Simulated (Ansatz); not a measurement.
Electronic density of states of amorphous Si24O45F6, density 2.21 g/cm³, on a 2×2×2 Γ-centred mesh with a Gaussian width of 0.1 eV; energies count from the Fermi level, whose place inside the gap is arbitrary. Cell and mesh are small, so fine structure isn't converged. Level of theory: PBE, scalar-relativistic without spin-orbit coupling (plane waves to 420 eV, PAW; Ansatz, a program for electronic structure). Sampling: a 2×2×2 Γ-centred mesh; Fermi-Dirac width 0.02 eV; no spin polarisation. At PBE the levels at the filled edge of the gap are localised (band-tail or defect states).

It comes from a melt-quench run on a machine-learned potential (CHGNet), relaxed afterwards by DFT. O and F atoms were pushed apart under 1.9 Å during the dynamics, to hinder bonds among them. The hot cell started wider than the set density and was brought back towards it in steps. It is the lowest in DFT energy of 2 quenches. It is a model cell: composition and starting density were chosen by hand, and all elements were melted together. No dispersion term was used. Its density started from a set value of 2.22 and ended at 2.21 g/cm³. The simulated quench (nominally 400 K/ps over its main leg) is rapid and tends to freeze in more defects than a deposited or slowly cooled glass has. One small periodic cell is one sample of the glass; other quenches scatter about these values. The volume was free in the relaxation, at fixed shape. Stress components on the final sampling reach 0.6 GPa.

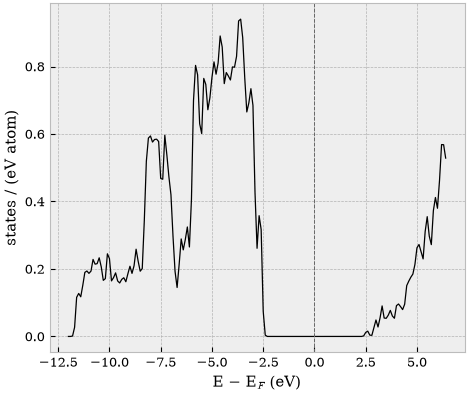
Fig. 1. Density of states per atom

The level gap on this mesh is 5.17 eV; the broadening fills part of it in the curve.
